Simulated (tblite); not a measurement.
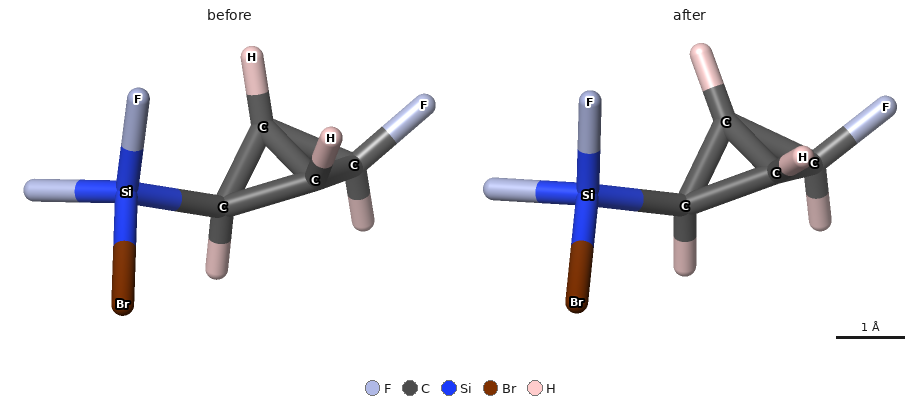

The structure of C4H4BrF3Si before (left) and after (right) a relaxation, at one scale.

The picture is a stick view, seen from a free direction.

These are results of GFN2-xTB geometry optimisation, gas phase in tblite, not measurements. 

Question: What changed between the two?

Answer: The energy falls by 9.11 kcal/mol in 37 geometry steps. The atom that moves furthest after the best rigid fit is an H atom (0.36 Å). By element the largest moves are H 0.36 Å, F 0.13 Å, C 0.12 Å, Br 0.10 Å, Si 0.04 Å. Near-neighbour distances that change, for instance: C–C 1.538 → 1.485 Å, Br–Si 2.208 → 2.172 Å, C–H 1.091 → 1.068 Å, C–H 1.065 → 1.087 Å. Bond angles that change, for instance: C–C–H 111.7° → 135.1°, C–C–H 113.3° → 135.0°, C–C–H 123.2° → 132.0°.
